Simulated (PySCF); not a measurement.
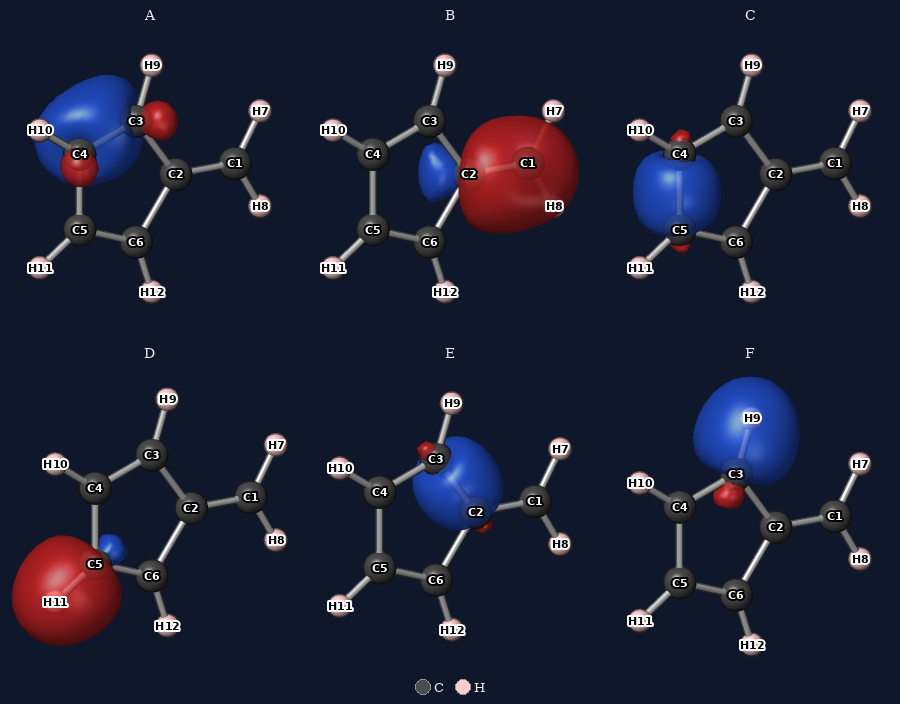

C6H6, SMILES `C=C1C=CC=C1`. Foster–Boys orbitals, occupied; each surface holds about 80 % of the orbital's density. Energies are diagonal elements of the Fock matrix.

PySCF calculation, B3LYP/def2-SVPD, gas phase; geometry: GFN2-xTB. No frequency check shows the geometry to be a minimum.

Input

```python
import numpy as np
from pyscf import gto, scf, dft, lo
from pyscf.data.elements import chemcore

def solve(mol, dm0=None, hcore=None):
    mf = (dft.UKS if mol.spin else dft.RKS)(mol, xc='b3lyp')
    mf.grids.level = 3
    mf = mf.density_fit(auxbasis='def2-universal-jkfit')
    mf.conv_tol, mf.max_cycle = 1e-8, 80
    if hcore is not None:
        mf.get_hcore = lambda *args: hcore
    mf.kernel(dm0)
    if not mf.converged:
        mf = mf.newton().run(mf.mo_coeff, mf.mo_occ, max_cycle=30)
    assert mf.converged, 'SCF not converged'
    return mf

mol = gto.M(atom='''
C     -2.09142    -0.00013     0.00000
C     -0.75720     0.00027     0.00000
C      0.12663    -1.16630     0.00000
C      1.39619    -0.72872     0.00000
C      1.39607     0.72880     0.00000
C      0.12644     1.16618     0.00000
H     -2.65682    -0.91775     0.00000
H     -2.65697     0.91716     0.00000
H     -0.22301    -2.18148     0.00000
H      2.29008    -1.32648     0.00000
H      2.28986     1.32671     0.00000
H     -0.22337     2.18130     0.00000
''', basis='def2-svpd', charge=0, spin=0, verbose=4)
mf = solve(mol)
occ_all = mf.mo_coeff[:, mf.mo_occ > 0]
occ = occ_all[:, chemcore(mol):]
bo = lo.Boys(mol, occ)
loc = bo.kernel()
for _ in range(5):
    new, stable = bo.stability(return_status=True)
    if stable:
        break
    loc = bo.kernel(new)
fock, s = mf.get_fock(), mf.get_ovlp()
ortho = lo.orth_ao(mol, 'meta_lowdin')
labels = mol.ao_labels(fmt=None)
vir = loc[:, :0]
both = np.hstack([loc, vir])
p = (ortho.T @ s @ both) ** 2
pop = np.array([p[[l[0] == a for l in labels]].sum(0) for a in range(mol.natm)])
spd = np.array([[p[[l[0] == a and l[2][-1] == k for l in labels]].sum(0) for k in 'spd'] for a in range(mol.natm)])
eps = np.einsum('pi,pq,qi->i', both, fock, both)
for i in np.argsort(eps):
    top = np.argsort(-pop[:, i])[:3]
    print('%3d %s %9.4f Eh ' % (i + 1, 'occ' if i < loc.shape[1] else 'vir', eps[i]), '  '.join('%s%d %.3f' % (mol.atom_symbol(a), a + 1, pop[a, i]) for a in top))
np.savez('result.npz', c=both, nocc=loc.shape[1], pop=pop, spd=spd, eps=eps, e=mf.e_tot)
```

Launched as:

```sh
OMP_NUM_THREADS=1 python input.py
```

The run took 30 s on 1 thread of Intel(R) Xeon(R) Platinum 8259CL CPU @ 2.50GHz (Skylake/Cascade Lake) (shared host), peak memory 0.65 GiB.

### Identify each orbital.

By panel:
- A: bent (banana) bond C3–C4 (C3 48 %, C4 48 %; −12.2 eV)
- B: bent (banana) bond C1–C2 (C1 48 %, C2 47 %; −12.9 eV)
- C: σ bond C5–C4 (C5 49 %, C4 49 %; −14.9 eV)
- D: σ bond C5–H11 (C5 55 %, H11 44 %; −13.6 eV)
- E: σ bond C2–C3 (C2 50 %, C3 49 %; −15.0 eV)
- F: σ bond C3–H9 (C3 55 %, H9 44 %; −13.6 eV)

### How do all the valence pairs divide up?

15 pairs: 9 σ bonds and 6 bent bonds.
